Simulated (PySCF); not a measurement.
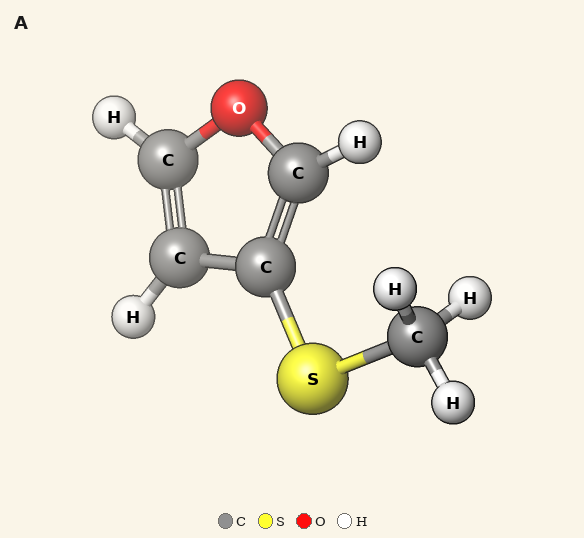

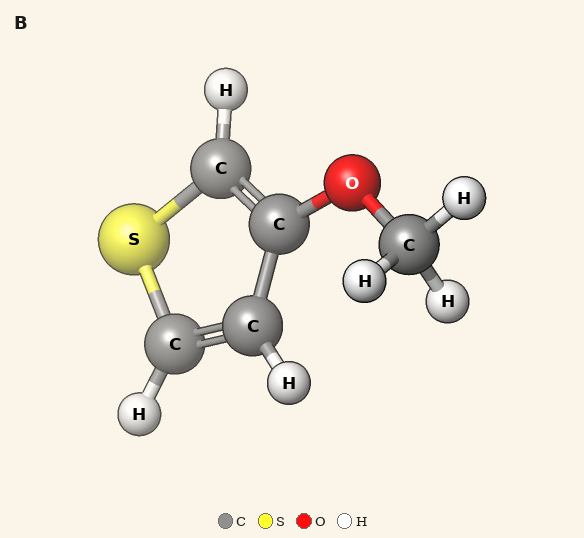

Atoms fade into the background with distance from the viewer. The geometry was computed by an optimisation with PBE0-D3(BJ)/def2-SVP. No frequency run is at hand to confirm it as a minimum.

Question: Can A be turned into B by a rotation alone?

Answer: No. They are constitutional isomers of C5H6OS: A is CSc1ccoc1, B is COc1ccsc1
